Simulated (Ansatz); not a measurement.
## How BiAs (hypothetical, Fm-3m) expands on warming

Wanted: α(T), C_P(T) and B(T) of BiAs (hypothetical) in the quasi-harmonic approximation. The compound is hypothetical: it was made by swapping elements on a known structure type.

Method: DFT PBEsol, scalar-relativistic, plane waves, PAW, in Ansatz 0.2.0.

**1. Set-up**

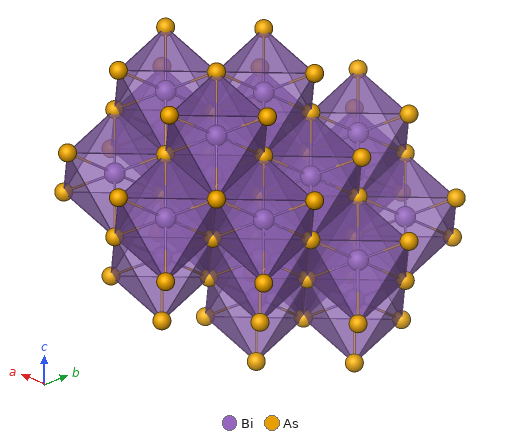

Start, viewed from a free direction; bismuth purple, arsenic orange. 2×1×1 cells are drawn. This picture shows the conventional cell, with its axes. Some periodic images of atoms are drawn too.

**2. A first coarse run**

A cheap single point shows whether the cell is a metal or an insulator and how far it is from rest; that sets the k-mesh and the occupations of what follows.

Input file input.yaml:

```yaml
crystal:
  lattice:
    - [0.0, 2.50835, 2.50835]
    - [2.50835, 0.0, 2.50835]
    - [2.50835, 2.50835, 0.0]
  atoms:
    - { symbol: Bi, position: [0.5, 0.5, 0.5] }
    - { symbol: As, position: [0.0, 0.0, 0.0] }
kpoints:
  mp_grid: { grid: [6, 6, 6] }
hamiltonian:
  xc: pbesol
scf:
  occupations: { method: gaussian, width: 0.1 }
output:
  forces: true
  stress: true
  eigenvalues: true
```

The run is started by

```
ansatz run input.yaml --threads 4 --pin off --max-ram 8192MiB --backend cpu --events-out ev --progress --plain --runs-dir out
```

Numbers of over 12 decimals in the logs are rounded to 6 here.

The log of the run:

```text
Engine: ansatz 0.2.0, aarch64-unknown-linux-gnu
Pseudopotentials: kind: paw
Pseudopotential: Bi, paw, valence charge 15, recommended cutoff 420 eV (normal), Bi.paw.azcp
Pseudopotential: As, paw, valence charge 15, recommended cutoff 420 eV (normal), As.paw.azcp
Functional definition: PBEsol
  exchange = pbesol_x
  correlation = pbesol_c
Crystal: 2 atoms, lattice volume = 31.564 Å³
Basis set: ecut = 420 eV, 609 PW (Γ), exchange–correlation on 48×48×48 points (8 copies of the dense FFT grid, shifted against one another)
Bands: 19, of which v1, the nominal top of the filled ones, is band 15 counted from 1 (14 counted from 0)
Symmetry: 48 space group operations
Space group: Fm-3m (ITA 225), of the structure as read, at distance tolerance 3.2e-5 Å
k-points: 16 of 216
Non-local potential: Bi, projectors of the file, l = 0: 2, l = 1: 2, l = 2: 2, l = 3: 2
Non-local potential: As, projectors of the file, l = 0: 2, l = 1: 2, l = 2: 3, l = 3: 1
PAW form: soft (Blöchl's): semilocal exchange-correlation on the pseudo side does not see the compensation charge
PAW frozen core: Bi, regenerated for the run's functional, and the local potential with it (the file was generated under x = pbe(κ = 0.804, μ = 0.219515), c = pbe(β = 0.066725))
PAW frozen core: As, regenerated for the run's functional, and the local potential with it (the file was generated under x = pbe(κ = 0.804, μ = 0.219515), c = pbe(β = 0.066725))
PAW one-centre angular grid: Bi, 590 points (default); XC on 64 Gauss nodes
PAW one-centre angular grid: As, 590 points (default); XC on 64 Gauss nodes
Initial density: superposition of atomic densities (neutral atoms: chi_scale 0, normalization atom), corrected by the library's trained network
Initial wavefunctions: pseudopotential atomic-orbital guess
Functional: x = pbesol(κ = 0.804, μ = 0.123457), c = pbesol(β = 0.046)
SCF iter   1: F=—  HF=-17050.482769 eV  |F-HF|=—  |Δ(HF+E_count)|=         —  Δρ=5.25e-3  dr2=3.84e-3  ethr=1.77e-3  ⟨swp⟩=5.1  Hψ=1477  notcnv=0
preconditioner: auto → none  [insulator: Δε(μ)=0.585 eV  Ē_g=20.896 eV  σ=0.100 eV  W_gap=0.83  n_scr=14 (ndim 8)  ℏωp=29.6 eV  f_vac=0.000  D(μ)=0.87/eV (n_scr^D=8)  ε∞_Penn≈3.0]
SCF iter   2: F=—  HF=-17050.482180 eV  |F-HF|=—  |Δ(HF+E_count)|=   5.89e-4  Δρ=2.44e-3  dr2=6.98e-4  ethr=1.28e-5  ⟨swp⟩=1.9  Hψ=503  notcnv=0
SCF iter   3: F=—  HF=-17050.482308 eV  |F-HF|=—  |Δ(HF+E_count)|=   1.28e-4  Δρ=5.24e-4  dr2=7.36e-5  ethr=2.33e-6  ⟨swp⟩=2.1  Hψ=542  notcnv=0
SCF iter   4: F=—  HF=-17050.482282 eV  |F-HF|=—  |Δ(HF+E_count)|=   2.68e-5  Δρ=9.07e-5  dr2=1.07e-6  ethr=2.45e-7  ⟨swp⟩=2.0  Hψ=545  notcnv=0
iter 5 did not close the SCF: its close was put off for the readings that it lacked (scf_convergence_deferred on its scf_iter line)
SCF iter   5: F=-17050.482283 eV  HF=-17050.482282 eV  |F-HF|=1.94e-8  |Δ(HF+E_count)|=   9.42e-7  Δρ=2.12e-5  dr2=5.34e-8  ethr=3.56e-9  ⟨swp⟩=2.0  Hψ=382  notcnv=0
SCF iter   6: F=-17050.482283 eV  HF=-17050.482283 eV  |F-HF|=2.21e-9  |Δ(HF+E_count)|=   2.75e-8  Δρ=2.28e-6  dr2=7.65e-10  ethr=1.78e-10  ⟨swp⟩=3.0  Hψ=1157  notcnv=0
SCF 1 converged in 6 iterations: F = -17050.482283 eV  dr2 = 7.65e-10
  greatest PAW one-centre occupation: 1.000 electrons in one spin orbital (limit 2), on the As atom at site 1 (counted from 0), in its partial waves of l = 2
SCF converged after 6 iterations
Free energy (F): -17050.482283 eV
Harris-Foulkes:  -17050.482283 eV  (|F-HF|=2.21e-9)
Internal energy: -17050.477972 eV  (E = F + TS)
E sigma→0 (E₀):  -17050.480127 eV
Entropy (-TS):   -0.004310 eV (-2.155 meV/atom)
Fermi energy:    22.384452 eV
--- Per-component energies (eV) ---
  E_band       = -33.709734
  E_kinetic    = 432.159793
  E_local      = -2275.335372  (includes V_loc(G=0)·N_el)
  E_nonlocal   = -103.487816
  E_hartree    = 1102.489390
  E_xc         = -240.854198
  E_vxc        = -238.897424  (∫ρ·V_xc dr)
  E_paw        = -12301.698940  (= ΣΔE_a)
  E_vpaw       = -53.125889  (= ΣTr[D̂ρ^β])
  E_aug_tail   = -0.000460  (compensation charges beyond the density's cutoff)
  E_ewald      = -3664.806550
  E_core_change = 1.056181  (= ΣΔE_core)
  E_smearing   = -0.004310  (= −TS)
  E_closure    = -0.000000  (closes the sum)
  Σ components = -17050.482283   (vs F -17050.482283, Δ=0.00e0)
--- Forces (eV/Å), atoms counted from 1 ---
  atom   1  Bi     0.00000000     0.00000000     0.00000000
  atom   2  As    -0.00000000     0.00000000    -0.00000000
  max |Σ_I F_I| component: 3.61e-29 eV/Å
--- Stress (GPa, compression-positive) ---
      110.442182      -0.000000       0.000000
       -0.000000     110.442182      -0.000000
        0.000000       0.000000     110.442182
  P = ⅓ Tr σ = 110.4422 GPa (1104.422 kbar)
--- Band table (eV; the first three rows and the last of 16) ---
  k-point 0: bands = [... 11 lower, 18.6644, 18.6644, 18.6644, 19.3780, 27.1164, 27.1164, 27.1164, 27.1426]
  k-point 1: bands = [... 11 lower, 14.7915, 18.8278, 18.8278, 21.8753, 24.8833, 25.1911, 25.1911, 26.8576]
  k-point 2: bands = [... 11 lower, 10.6067, 19.3953, 19.3953, 21.7467, 22.6360, 22.6360, 23.8136, 29.3594]
  k-point 15: bands = [... 11 lower, 10.3369, 11.9361, 13.7608, 19.5142, 24.6179, 26.1130, 29.0001, 32.0827]
```

Elapsed: 0.97 s, on 4 threads of Arm Neoverse V1, shared host; peak memory 0.29 GiB; 1.6 s of CPU time.

Reading the cycles: dr2 is the Hartree energy of the density residual (eV), the measure of convergence; HF is the Harris–Foulkes estimate of the energy, which meets the free energy F at convergence.

Numbers from this step:

```yaml
pressure: 110.4 GPa
volume_per_atom: 15.78 Å³
gap_on_the_k_mesh: 0 eV
```

The start is under 110 GPa at this level and looks like a metal on this mesh.

**3. A loose first relaxation**

The start is far from rest, so a relaxation with loose thresholds first brings it near the minimum.

Edit input.yaml of step 2 so:

```diff
@@ -9,3 +9,3 @@
 kpoints:
-  mp_grid: { grid: [6, 6, 6] }
+  mp_grid: { grid: [8, 8, 8] }
 hamiltonian:
@@ -18 +18,6 @@
   eigenvalues: true
+relax:
+  adjacent_minimum: "off"
+  f_tol: 0.05
+  max_steps: 80
+  cell: { stress_tol: 0.5 }
```

The log of the run:

```text
[...]
Crystal: 2 atoms, lattice volume = 31.564 Å³
Basis set: ecut = 420 eV, 609 PW (Γ), exchange–correlation on 48×48×48 points (8 copies of the dense FFT grid, shifted against one another)
Bands: 19, of which v1, the nominal top of the filled ones, is band 15 counted from 1 (14 counted from 0)
Symmetry: 48 space group operations
[...]
k-points: 29 of 512
[...]
SCF iter   1: F=—  HF=-17050.490152 eV  |F-HF|=—  |Δ(HF+E_count)|=         —  Δρ=4.10e-3  dr2=3.51e-3  ethr=1.77e-3  ⟨swp⟩=5.0  Hψ=2691  notcnv=0
[...]
SCF iter   6: F=-17050.489506 eV  HF=-17050.489506 eV  |F-HF|=2.90e-8  |Δ(HF+E_count)|=   1.01e-6  Δρ=1.41e-5  dr2=7.72e-8  ethr=3.33e-10  ⟨swp⟩=4.0  Hψ=2672  notcnv=0
SCF 1 converged in 6 iterations: F = -17050.489506 eV  dr2 = 7.72e-8
[...]
relax step   1: F+E_penalty+E_count = -17050.48950575 eV  Δ(F+E_penalty+E_count) = +0.000e0 eV  max|allowed force component| = 7.080e-29 eV/Å  Δτ_max = 0.0000 Å  P = +108.872 GPa  Ω = 31.564 Å³  (6 SCF iters, dr2 threshold 1.00e-7 eV, accepted)
Crystal: 2 atoms, lattice volume = 36.409 Å³
Basis set: ecut = 420 eV, 725 PW (Γ), exchange–correlation on 48×48×48 points (8 copies of the dense FFT grid, shifted against one another)
[...]
iter 1 solved again at ethr=5.41e-5 eV; its pass at ethr=3.10e-3 eV (dr2=1.62e-2 eV) is discarded
[...]
SCF iter   7: F=-17052.923160 eV  HF=-17052.923160 eV  |F-HF|=4.06e-9  |Δ(HF+E_count)|=   1.34e-7  Δρ=5.11e-6  dr2=6.86e-9  ethr=6.67e-10  ⟨swp⟩=6.0  Hψ=2781  notcnv=0
SCF 2 converged in 7 iterations: F = -17052.923160 eV  dr2 = 6.86e-9
[...]
relax step   2: F+E_penalty+E_count = -17052.92316026 eV  Δ(F+E_penalty+E_count) = -2.434e0 eV  max|allowed force component| = 1.893e-28 eV/Å  Δτ_max = 0.0000 Å  P = +57.626 GPa  Ω = 36.409 Å³  energy of the carried Pulay correction = -2.323e-3 eV  (7 SCF iters, dr2 threshold 2.00e-7 eV, accepted)
Crystal: 2 atoms, lattice volume = 41.726 Å³
Basis set: ecut = 420 eV, 869 PW (Γ), exchange–correlation on 48×48×48 points (8 copies of the dense FFT grid, shifted against one another)
[...]
SCF iter   7: F=-17054.272206 eV  HF=-17054.272206 eV  |F-HF|=1.19e-8  |Δ(HF+E_count)|=   5.86e-8  Δρ=8.74e-6  dr2=2.20e-8  ethr=6.67e-10  ⟨swp⟩=6.1  Hψ=2740  notcnv=0
SCF 3 converged in 7 iterations: F = -17054.272206 eV  dr2 = 2.20e-8
relax step   3: F+E_penalty+E_count = -17054.27220646 eV  Δ(F+E_penalty+E_count) = -1.349e0 eV  max|allowed force component| = 2.963e-29 eV/Å  Δτ_max = 0.0000 Å  P = +26.442 GPa  Ω = 41.726 Å³  energy of the carried Pulay correction = -4.522e-3 eV  (7 SCF iters, dr2 threshold 2.00e-7 eV, accepted)
[...]
relax step   4: F+E_penalty+E_count = -17054.84156322 eV  Δ(F+E_penalty+E_count) = -5.694e-1 eV  max|allowed force component| = 3.219e-28 eV/Å  Δτ_max = 0.0000 Å  P = +6.446 GPa  Ω = 47.598 Å³  energy of the carried Pulay correction = -6.614e-3 eV  (6 SCF iters, dr2 threshold 2.00e-7 eV, accepted)
[...]
relax step   5: F+E_penalty+E_count = -17054.88992506 eV  Δ(F+E_penalty+E_count) = -4.836e-2 eV  max|allowed force component| = 2.035e-28 eV/Å  Δτ_max = 0.0000 Å  P = -1.233 GPa  Ω = 50.774 Å³  energy of the carried Pulay correction = -7.626e-3 eV  (6 SCF iters, dr2 threshold 2.00e-7 eV, accepted)
[...]
relax step   6: F+E_penalty+E_count = -17054.89220913 eV  Δ(F+E_penalty+E_count) = -2.284e-3 eV  max|allowed force component| = 3.445e-29 eV/Å  Δτ_max = 0.0000 Å  P = -0.024 GPa  Ω = 50.236 Å³  energy of the carried Pulay correction = -7.460e-3 eV  (5 SCF iters, dr2 threshold 2.00e-7 eV, accepted)
[...]
relax step   7: F+E_penalty+E_count = -17054.98579574 eV  Δ(F+E_penalty+E_count) = -9.359e-2 eV  max|allowed force component| = 5.228e-29 eV/Å  Δτ_max = 0.0000 Å  P = +3.276 GPa  Ω = 50.236 Å³  stress off target by 3.28e0 GPa  SCF on the basis re-selected at this cell (its energy is not comparable with the rows above)  (6 SCF iters)
[...]
relax step   8: F+E_penalty+E_count = -17055.00476805 eV  Δ(F+E_penalty+E_count) = -1.897e-2 eV  max|allowed force component| = 4.230e-29 eV/Å  Δτ_max = 0.0000 Å  P = +1.026 GPa  Ω = 51.692 Å³  energy of the carried Pulay correction = -2.998e-4 eV  (6 SCF iters, dr2 threshold 2.00e-7 eV, accepted)
[...]
relax step   9: F+E_penalty+E_count = -17055.00694496 eV  Δ(F+E_penalty+E_count) = -2.177e-3 eV  max|allowed force component| = 8.677e-30 eV/Å  Δτ_max = 0.0000 Å  P = +0.114 GPa  Ω = 52.352 Å³  energy of the carried Pulay correction = -4.507e-4 eV  (6 SCF iters, dr2 threshold 2.00e-7 eV, accepted)
[...]
SCF iter   6: F=-17055.007350 eV  HF=-17055.007350 eV  |F-HF|=3.64e-12  |Δ(HF+E_count)|=  1.09e-11  Δρ=7.89e-9  dr2=3.57e-14  ethr=1.00e-12  ⟨swp⟩=1.9  Hψ=1406  notcnv=0
SCF 10 converged in 6 iterations: F = -17055.007350 eV  dr2 = 3.57e-14
relax step  10: F+E_penalty+E_count = -17055.00734966 eV  Δ(F+E_penalty+E_count) = -4.047e-4 eV  max|allowed force component| = 2.127e-29 eV/Å  Δτ_max = 0.0000 Å  P = +0.104 GPa  Ω = 52.352 Å³  stress off target by 1.04e-1 GPa  SCF on the basis re-selected at this cell (its energy is not comparable with the rows above)  (6 SCF iters)
[...]
SCF converged after 6 iterations
Free energy (F): -17055.007350 eV
[...]
Internal energy: -17055.003684 eV  (E = F + TS)
E sigma→0 (E₀):  -17055.005517 eV
Entropy (-TS):   -0.003666 eV (-1.833 meV/atom)
Fermi energy:    11.061190 eV
[...]
--- Stress (GPa, compression-positive) ---
        0.104006      -0.000000      -0.000000
       -0.000000       0.104006      -0.000000
       -0.000000      -0.000000       0.104006
  P = ⅓ Tr σ = 0.1040 GPa (1.040 kbar)
--- Band table (eV; the first three rows and the last of 29) ---
  k-point 0: bands = [... 11 lower, 4.7171, 9.3817, 9.3817, 9.3817, 14.8210, 14.8210, 14.8210, 16.7514]
  k-point 1: bands = [... 11 lower, 4.1236, 9.4304, 9.4304, 9.6522, 13.9779, 14.0989, 14.0989, 16.4824]
  k-point 2: bands = [... 11 lower, 2.7912, 9.6043, 9.6043, 10.0864, 12.6882, 12.8263, 12.8263, 16.8787]
  k-point 28: bands = [... 11 lower, 0.7249, 6.0137, 6.0137, 10.9064, 11.6622, 16.4016, 16.4016, 18.0955]
--- Relaxed structure (8 steps of the walk, 8 accepted, 2 SCFs on fresh bases) ---
  F+E_penalty+E_count = -17055.00734966 eV   max|allowed force component| = 2.127e-29 eV/Å   (the final SCF, on the basis selected at the relaxed cell)
  cell:  # Å, volume = 52.3524 Å³
    - [0, 2.969173, 2.969173]
    - [2.969173, 0, 2.969173]
    - [2.969173, 2.969173, 0]
  atoms:
    - { symbol: Bi, position: [0.5, 0.5, 0.5] }
    - { symbol: As, position: [0, 0, 0] }
```

It took 5.2 s on 4 threads; peak memory 0.36 GiB.

The steps of the relaxation:

```csv
step,energy less that of the first step (eV),largest force component (eV/Å),pressure (GPa),volume (Å³)
1,0.0000,0.0000,108.87,31.56
2,-2.4337,0.0000,57.63,36.41
3,-3.7827,0.0000,26.44,41.73
4,-4.3521,0.0000,6.45,47.60
5,-4.4004,0.0000,-1.23,50.77
6,-4.4027,0.0000,-0.02,50.24
7*,-4.4963,0.0000,3.28,50.24
8,-4.5153,0.0000,1.03,51.69
9,-4.5174,0.0000,0.11,52.35
10*,-4.5178,0.0000,0.10,52.35
```

Relaxation steps marked * repeat the geometry before them on a plane-wave basis chosen anew for their cell, so energy and pressure can jump there.

The run keeps the 48 symmetry operations that it works with, so distortions that break them were not tested.

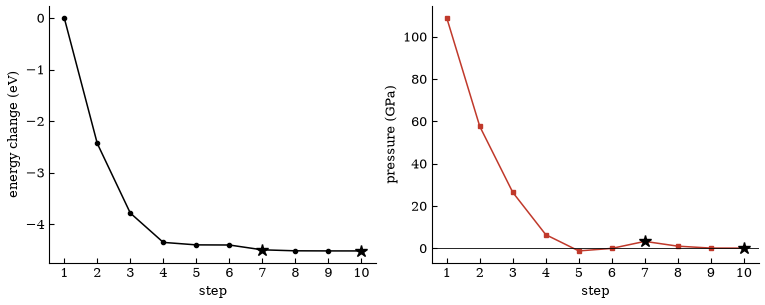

Energy and pressure along the relaxation. Stars mark steps on a basis chosen anew.

```csv
cell as run,before,after,change
a (Å),3.547,4.199,+18.4 %
b (Å),3.547,4.199,+18.4 %
c (Å),3.547,4.199,+18.4 %
volume (Å³/atom),15.78,26.18,+65.9 %
```

Final coordinates:

```xyz
2
Lattice="0.0000 2.9692 2.9692 2.9692 0.0000 2.9692 2.9692 2.9692 0.0000" Properties=species:S:1:pos:R:3 pbc="T T T"
Bi    2.9692    2.9692    2.9692
As    0.0000    0.0000    0.0000
```

Numbers from this step:

```yaml
pressure: 0.1040 GPa
volume_per_atom: 26.18 Å³
```

The relaxation ends with a pressure of 0.10 GPa.

(Continued in part 2 of 3.)

[Logs are printed without paths, hosts, clocks, repeated set-up lines and the standing remarks that a program may print on its own settings, such as how far it seeks lower states.]

[Hosts, paths, dates, database ids (printed as entryN), source tags and the programs' standing remarks are cut or masked in the printed files.]

[A step with changed settings may run another functional than the one named; its input shows which.]

[Pressures of single members of a volume series are the stress at the run's cutoff; with an incomplete basis they can lie off −dE/dV of the same runs, and they are not shown converged.]
